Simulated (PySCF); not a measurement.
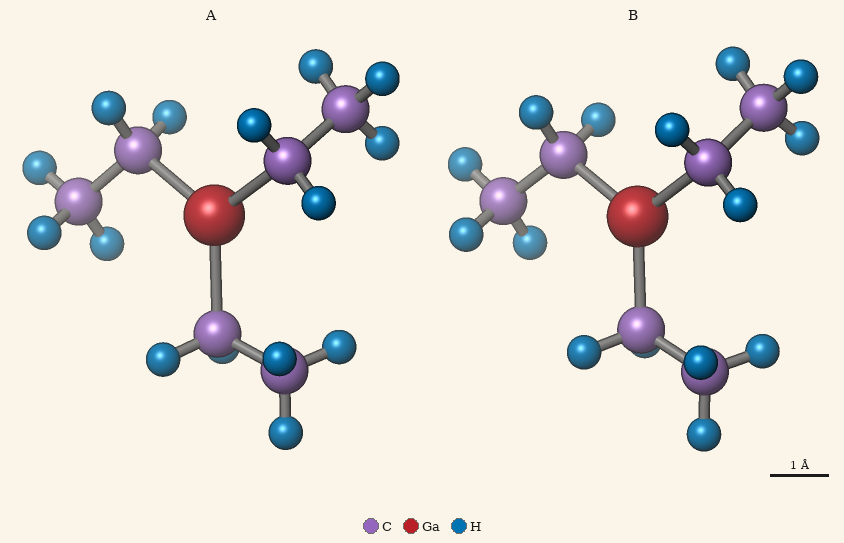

Two geometries of C₆H₁₅Ga, drawn at one scale. One is the start of a relaxation, the other its converged end. Style: ball-and-stick. Shown at a tilt.

All numbers below come from PBE0-D3(BJ)/def2-SVP geometry optimisation, gas phase (PySCF 2.14.0, density-fitted response routines). 

> Which of the two is the end point?

Structure B is the relaxed one. The start comes from GFN2-xTB. The largest move after the best rigid fit is that of an H atom, 0.19 Å. By element the largest moves are H 0.19 Å, C 0.13 Å, Ga 0.03 Å. Near-neighbour distances that change, for instance: C–Ga 2.078 → 1.985 Å, C–H 1.091 → 1.102 Å, C–C 1.532 → 1.525 Å. Bond angles that change, for instance: Ga–C–C 111.2° → 115.6°, Ga–C–C 111.7° → 115.9°, Ga–C–H 110.1° → 106.4°. Over 5 geometry steps the energy falls by 0.228 eV. Largest force component: 1.1 eV/Å at the start, 0.022 eV/Å at the end.
